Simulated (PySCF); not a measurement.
# C3H7BF− (SMILES C=CC[BH2-]F): CCSD(T)/STO-3G

Aim: the vertical ionisation energy of C3H7BF− at CCSD(T)/STO-3G, from 2 runs. The job is set up through a Python script.

The calculation is run with PySCF 2.14.0.

## (1) The structure to begin with

C3H7BF−: 12 atoms, total charge -1, spin state singlet. SMILES: `C=CC[BH2-]F`. The shape is that of a GFN2-xTB optimisation. This is one conformer, not always the lowest.

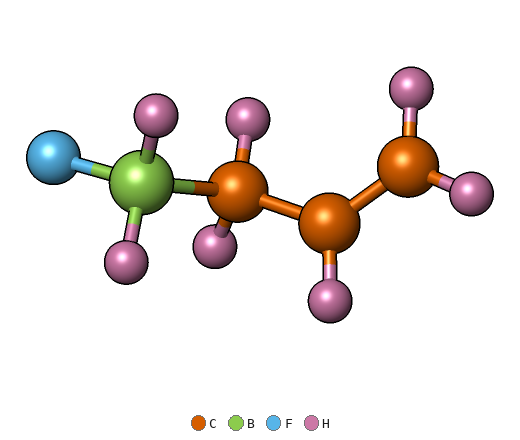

The structure, seen from a chosen angle (carbon orange, boron green, fluorine blue, hydrogen pink).

## (2) A single-point energy at CCSD(T)/STO-3G

input.xyz reads:

```xyz
12

C     -1.133470    -0.864150     1.410100
C     -0.110170    -0.867660     0.560070
C      0.701100     0.283830     0.168200
B      0.325350     0.802190    -1.391170
F      1.239010     1.873170    -1.712570
H     -1.428460     0.030020     1.936620
H     -1.737330    -1.742070     1.598440
H      0.129820    -1.797320     0.049950
H      1.761190     0.016720     0.156080
H      0.560440     1.114930     0.863410
H     -0.807070     1.243000    -1.440040
H      0.499580    -0.092680    -2.199090
```

run.py reads:

```python
from pyscf import gto, cc

mol = gto.M(
    atom='input.xyz',
    verbose=3,
    charge=-1,
    basis='sto-3g',
    spin=0,
    max_memory=1860,
)

mf = mol.RHF()
mf.conv_tol = 1e-10
mf.kernel()
if not mf.converged:
    mf = mf.newton().run(mf.mo_coeff, mf.mo_occ)

mycc = cc.CCSD(mf, frozen=5)
mycc.kernel()
e_t = mycc.ccsd_t()
etot = mycc.e_tot + e_t
print(f'total energy: {etot:.8f} hartree')
```

Command:

```
$ OMP_NUM_THREADS=1 python run.py
```

The program printed:

```text
converged SCF energy = -238.582820351542
E(CCSD) = -238.8657201201655  E_corr = -0.2828997686234324
CCSD(T) correction = -0.00331889428183622
total energy: -238.86903901 hartree
```

It took 1.5 s on 1 thread of Arm Neoverse V1, shared host; peak memory 0.12 GiB.

## (3) Doublet neutral C3H7BF, same level

start.xyz reads:

```xyz
12

C     -1.133470    -0.864150     1.410100
C     -0.110170    -0.867660     0.560070
C      0.701100     0.283830     0.168200
B      0.325350     0.802190    -1.391170
F      1.239010     1.873170    -1.712570
H     -1.428460     0.030020     1.936620
H     -1.737330    -1.742070     1.598440
H      0.129820    -1.797320     0.049950
H      1.761190     0.016720     0.156080
H      0.560440     1.114930     0.863410
H     -0.807070     1.243000    -1.440040
H      0.499580    -0.092680    -2.199090
```

input.py reads:

```python
from pyscf import gto, scf, cc

mol = gto.M(
    atom='start.xyz',
    max_memory=1860,
    basis='sto-3g',
    verbose=3,
    spin=1,
)

hf = scf.UHF(mol)
hf.conv_tol = 1e-10
hf.kernel()
if not hf.converged:
    hf = hf.newton().run(hf.mo_coeff, hf.mo_occ)

mycc = cc.CCSD(hf, frozen=5)
mycc.kernel()
e_t = mycc.ccsd_t()
e_final = mycc.e_tot + e_t
print('E = %.10f Eh' % e_final)
```

Command:

```
$ OMP_NUM_THREADS=1 python input.py
```

The program printed:

```text
SCF not converged.
SCF energy = -238.589015348717 after 50 cycles  <S^2> = 1.0730168  2S+1 = 2.3004493
converged SCF energy = -238.59498827915  <S^2> = 1.0452423  2S+1 = 2.2761742
E(UCCSD) = -238.8869773828268  E_corr = -0.2919891036767948
UCCSD(T) correction = -0.00387867364876501
E = -238.8908560565 Eh
```

Wall time 4.8 s (1 thread of Arm Neoverse V1, shared host); peak memory 0.14 GiB.

## (4) Results

At CCSD(T)/STO-3G, 5 core orbitals frozen:

| quantity | value |
| --- | --- |
| singlet C3H7BF−: total energy | -238.86904 Eh |
| singlet C3H7BF−: HOMO energy (Hartree–Fock orbitals) | -1.24 eV |
| singlet C3H7BF−: LUMO energy (Hartree–Fock orbitals) | 13.84 eV |
| singlet C3H7BF−: HOMO–LUMO gap (to an unbound level, set by the basis) | 15.08 eV |
| singlet C3H7BF−: correlation energy (5 core orbitals frozen) | -286.2 mEh |
| singlet C3H7BF−: (T) correction | -3.32 mEh |
| singlet C3H7BF−: T1 diagnostic | 0.008 |
| doublet neutral C3H7BF: total energy | -238.89086 Eh |
| doublet neutral C3H7BF: dipole moment (Hartree–Fock density) | 2.34 D |
| doublet neutral C3H7BF: HOMO energy (Hartree–Fock orbitals) (highest over α and β) | -7.87 eV |
| doublet neutral C3H7BF: LUMO energy (Hartree–Fock orbitals) (lowest over α and β) | 2.33 eV |
| doublet neutral C3H7BF: correlation energy (5 core orbitals frozen) | -295.9 mEh |
| doublet neutral C3H7BF: (T) correction | -3.88 mEh |
| doublet neutral C3H7BF: ⟨S²⟩ of the reference determinant | 1.045 |
| doublet neutral C3H7BF: T1 diagnostic | 0.048 |
| vertical detachment energy (to the doublet neutral) | -0.594 eV |

What this shows: The species is unbound against losing an electron at this level, by 0.59 eV (−13.7 kcal/mol); missing correlation or diffuse functions can give that sign where the real anion is bound. In a minimal basis such a difference can be off by several eV, whatever the method. Mulliken charges (singlet C3H7BF−) of the mean-field density run from -0.35 on F5 to +0.15 on B4. The triples (singlet C3H7BF−) make up 1.2 % of the correlation energy. ⟨S²⟩ (doublet neutral C3H7BF) is 1.05 where a pure doublet has 0.75: the reference is spin-contaminated. The T1 diagnostic (doublet neutral C3H7BF) of 0.048 is above the customary mark for such species, so a single reference may not serve.
